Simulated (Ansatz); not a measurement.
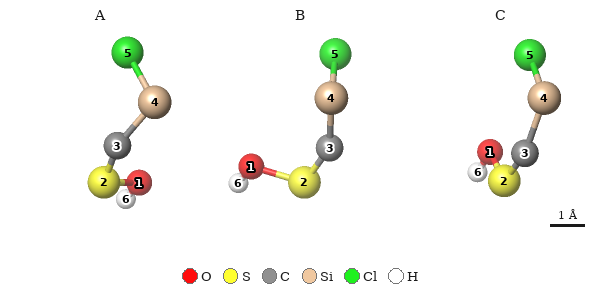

3 geometries from a converged minimum-energy path of CHClOSSi, shuffled. The picture is a ball-and-stick view, seen from a free direction.

Level of theory: RKS BHLYP/def2-SVP in Ansatz. Settings: 9 movable images; climbing image; force threshold 0.03 eV/Å; iteration limit 38; starting path by image-dependent pair potential.

Which frame is the transition state?

Answer. C. In order along the path, whose images run from 0 to 10: A (image 2, +1.9 kcal/mol), C (image 5, +17.5 kcal/mol), B (image 8, +1.9 kcal/mol). The motion is a rotation about the C3–Si4 bond by about 320°, with a turn of about 135° about S2–C3. No bond forms or breaks between the ends. Among the angles between lasting bonds that change up to the highest image: S2–C3–Si4 170.2° → 150.0°, O1–S2–C3 109.9° → 114.8°.
